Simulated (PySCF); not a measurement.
# C6H7N: reorganisation energies

What do calculations give for the reorganisation energies of C6H7N (`Cc1ccncc1`)?

Computed with PySCF 2.14.0 and routines of our own; the level stands in each step. Atoms count from 0.

## 1. The starting structure

14 atoms, charge 0, multiplicity 1; geometry from: GFN2-xTB.

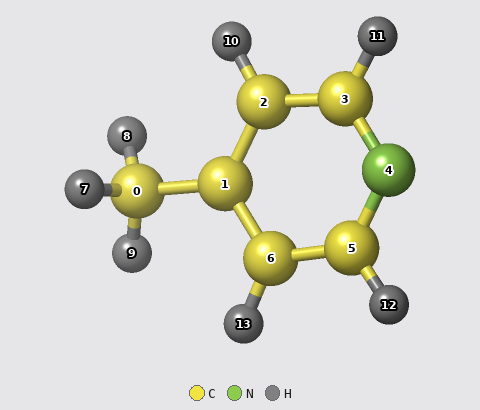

The starting geometry (carbon yellow, nitrogen green, hydrogen grey).

## 2. Relaxing the molecule at B3LYP/def2-SVP

What the job is given:

```
{"job": {"xc": "B3LYP", "basis": "def2-SVP", "grid": 1, "kind": "geom"}, "charge": 0, "multiplicity": 1}
C      2.000127    -0.129249     0.104592
C      0.509234    -0.031363     0.035076
C     -0.129661     1.193922    -0.123641
C     -1.512511     1.225685    -0.195238
N     -2.272570     0.146594    -0.119957
C     -1.668587    -1.020189     0.027429
C     -0.293503    -1.164793     0.108163
H      2.408738    -0.255365    -0.898516
H      2.428375     0.774819     0.531001
H      2.305009    -0.985835     0.701279
H      0.443366     2.106941    -0.188087
H     -2.043417     2.161362    -0.317312
H     -2.323773    -1.880187     0.084911
H      0.148496    -2.142815     0.228135
```

Started as:

```sh
$ OMP_NUM_THREADS=1 python excited_run.py task.json out
```

This one command runs all jobs of the session in turn.

The log of the run:

```text
step   0  E = -287.39349886  max force = 0.014766
step   1  E = -287.39564376  max force = 0.001683
step   2  E = -287.39565516  max force = 0.000606
step   3  E = -287.39565398  max force = 0.000641
step   4  E = -287.39565652  max force = 0.000176
optimisation converged
```

Wall time 25 s (1 thread of Arm Neoverse V1, shared host); peak memory 0.58 GiB.

Step by step:

| step | energy from step 0 (eV) | largest force component (eV/Å) |
| --- | --- | --- |
| 0 | 0.0000 | 0.7593 |
| 1 | -0.0584 | 0.0865 |
| 2 | -0.0587 | 0.0312 |
| 3 | -0.0586 | 0.0330 |
| 4 | -0.0587 | 0.0091 |

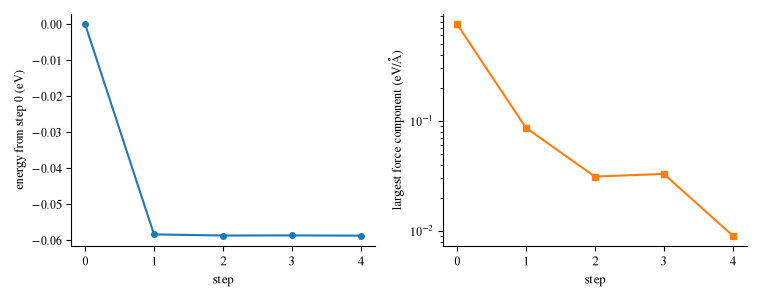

Energy and force, step by step.

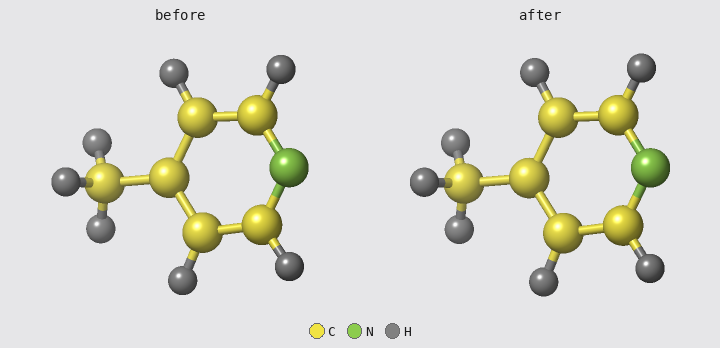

The geometry before (left) and after (right).

Close pairs (by a distance rule), those that changed most:

| bond | before (Å) | after (Å) | change (Å) |
| --- | --- | --- | --- |
| C5–H12 | 1.083 | 1.097 | +0.014 |
| C3–H11 | 1.083 | 1.097 | +0.014 |
| C2–H10 | 1.080 | 1.094 | +0.014 |
| C0–H7 | 1.090 | 1.104 | +0.014 |
| C6–H13 | 1.080 | 1.094 | +0.014 |
| C3–N4 | 1.322 | 1.335 | +0.013 |
| N4–C5 | 1.322 | 1.335 | +0.013 |
| C0–H8 | 1.087 | 1.101 | +0.013 |

The final coordinates are the input of the step that follows.

| at the end point | value |
| --- | --- |
| point group (found at 0.08 Å tolerance) | Cs |
| rotational constants (GHz, main isotopes) | 5.840, 2.513, 1.777 |
| dipole moment (D) | 2.64 |

## 3. Relaxation after adding or removing an electron (C₆H₇N+ (doublet)): UKS B3LYP/def2-SVP

What the job is given:

```
{"job": {"kind": "ionopt", "ions": [1], "xc": "B3LYP", "basis": "def2-SVP", "grid": 1}, "charge": 1, "multiplicity": 2}
C      1.936320    -0.119667     0.147759
C      0.433584    -0.020680     0.088063
C     -0.218989     1.210414    -0.071767
C     -1.614151     1.244517    -0.149764
N     -2.387046     0.157740    -0.078850
C     -1.771111    -1.016866     0.076370
C     -0.383408    -1.158084     0.165370
H      2.358400    -0.248211    -0.864331
H      2.385130     0.789887     0.574876
H      2.261224    -0.982653     0.748429
H      0.353198     2.140389    -0.132583
H     -2.130248     2.204650    -0.273036
H     -2.414942    -1.902974     0.137098
H      0.055852    -2.150909     0.296629
```

With the program's defaults for keys left out, this is: UKS B3LYP/def2-SVP geometry optimisation of the ion from the geometry of its parent, gas phase.

The log of the run:

```text
step       E/Eh        max force   <S^2>
  0    -287.05329324   0.088786   0.7570
  1    -287.07043305   0.008023   0.7568
  2    -287.07174724   0.006716   0.7568
  3    -287.07186390   0.004411   0.7567
  4    -287.07213785   0.002560   0.7567
  5    -287.07210922   0.003329   0.7567
  6    -287.07216976   0.000889   0.7567
  7    -287.07218029   0.000474   0.7567
  8    -287.07218247   0.000128   0.7567
optimisation converged
```

Wall time 1.7 min (1 thread of Arm Neoverse V1, shared host); peak memory 0.62 GiB.

In short:

| quantity | value |
| --- | --- |
| geometry moved (RMSD) | 0.060 Å |
| ⟨S²⟩ | 0.757 |

Bonds of the start that changed most:

| bond | start (Å) | end (Å) |
| --- | --- | --- |
| C3–N4 | 1.335 | 1.313 |
| N4–C5 | 1.335 | 1.313 |
| C6–C1 | 1.403 | 1.410 |
| C1–C2 | 1.403 | 1.410 |
| C5–C6 | 1.398 | 1.403 |
| C2–C3 | 1.398 | 1.403 |

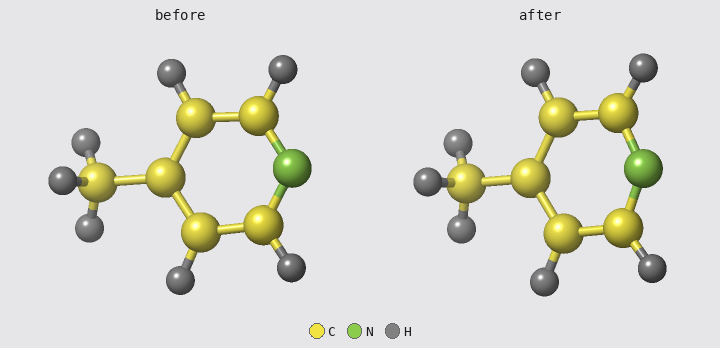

Before and after.

Mulliken spin populations:

C0 0.01; C1 -0.04; C2 0.09; C3 -0.03; N4 0.83; C5 -0.03; C6 0.09; H7 0.00; H8 0.00; H9 0.00; H10 0.01; H11 0.04; H12 0.04; H13 0.01

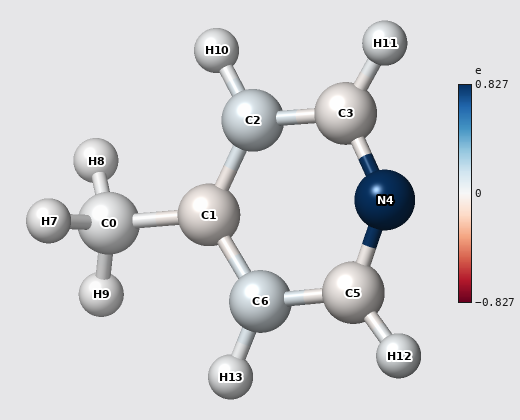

Mulliken spin populations, as colours on the atoms.

## 4. Reorganisation energies: UKS B3LYP/def2-SVP

The job, as its differences from that of step 3:

```diff
@@ -1,2 +1,2 @@
-{"job": {"kind": "ionopt", "ions": [1], "xc": "B3LYP", "basis": "def2-SVP", "grid": 1}, "charge": 1, "multiplicity": 2}
+{"job": {"kind": "reorg", "ions": [1, -1], "xc": "B3LYP", "basis": "def2-SVP", "grid": 1}, "charge": 0, "multiplicity": 1}
 C      1.936320    -0.119667     0.147759
```

Level: UKS B3LYP/def2-SVP four-point reorganisation energy, gas phase.

The log of the run:

```text
final grid: 53504 points
cycle   1  E = -287.3578362626  dE =  9.107e-01  |g| = 3.635e-01  |ddm| = 4.181e+00
cycle   2  E = -287.3464108996  dE =  1.143e-02  |g| = 4.456e-01  |ddm| = 9.964e-01
cycle   3  E = -287.3936773737  dE = -4.727e-02  |g| = 9.286e-02  |ddm| = 5.274e-01
cycle   4  E = -287.3952375058  dE = -1.560e-03  |g| = 3.980e-02  |ddm| = 1.108e-01
cycle   5  E = -287.3956018639  dE = -3.644e-04  |g| = 1.363e-02  |ddm| = 6.021e-02
cycle   6  E = -287.3956536856  dE = -5.182e-05  |g| = 3.394e-03  |ddm| = 1.842e-02
cycle   7  E = -287.3956564595  dE = -2.774e-06  |g| = 4.941e-04  |ddm| = 3.188e-03
cycle   8  E = -287.3956565149  dE = -5.541e-08  |g| = 1.727e-04  |ddm| = 6.185e-04
cycle   9  E = -287.3956565216  dE = -6.721e-09  |g| = 3.651e-05  |ddm| = 1.704e-04
cycle  10  E = -287.3956565219  dE = -3.000e-10  |g| = 1.443e-05  |ddm| = 4.376e-05
converged SCF energy = -287.3956565219

hole transfer: vertical 9.2434 eV, relaxation of the ion converged
  adiabatic 8.8022 eV, lambda(ion) 0.4412, lambda(parent) 0.4486, total 0.8898 eV

electron transfer: vertical -1.3825 eV, relaxation of the ion skipped
```

It took 12 s on 1 thread of Arm Neoverse V1, shared host; peak memory 0.62 GiB.

## 5. What came out

```
                                               quantity                 value
                                            point group                    Cs
                   rotational constants (main isotopes)  5.84, 2.51, 1.78 GHz
     geometry moved (RMSD) (step 3, UKS B3LYP/def2-SVP)               0.060 Å
hole reorganisation energy (step 4, UKS B3LYP/def2-SVP)             0.8898 eV
```

What this shows: Relaxing lowered the energy by 0.059 eV in 4 steps; the close pair that moved most is C5–H12, from 1.083 to 1.097 Å. In step 3 (relaxation after adding or removing an electron), among the bonds C3–N4 changes most, from 1.335 to 1.313 Å.
